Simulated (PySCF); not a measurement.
C2H6AlNO, singlet at its CAM-B3LYP/def2-SVP optimised geometry (Å):

```
11

Al    -0.3977    -0.5972     0.0000
H     -1.1999    -1.7656    -0.7195
H      1.1999    -0.5972     0.0000
O     -1.1992     0.9300     0.0000
H     -0.7336     1.7656     0.0678
C     -1.1753    -2.1054     4.3487
C     -0.9100    -1.6176     3.0068
N     -0.7044    -1.2317     1.9462
H     -1.8842    -1.4334     4.8517
H     -0.2397    -2.1415     4.9235
H     -1.6082    -3.1139     4.2966
```

Method: CAM-B3LYP/def2-TZVP (PySCF).

Map of the deformation density (molecule minus spherical neutral atoms) (e/bohr³) on the plane z = 1.2 Å:

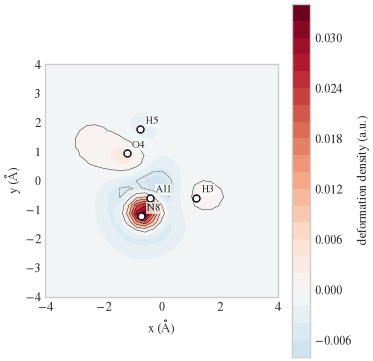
Deformation density (molecule minus spherical neutral atoms) (e/bohr³) on the plane z = 1.2 Å.
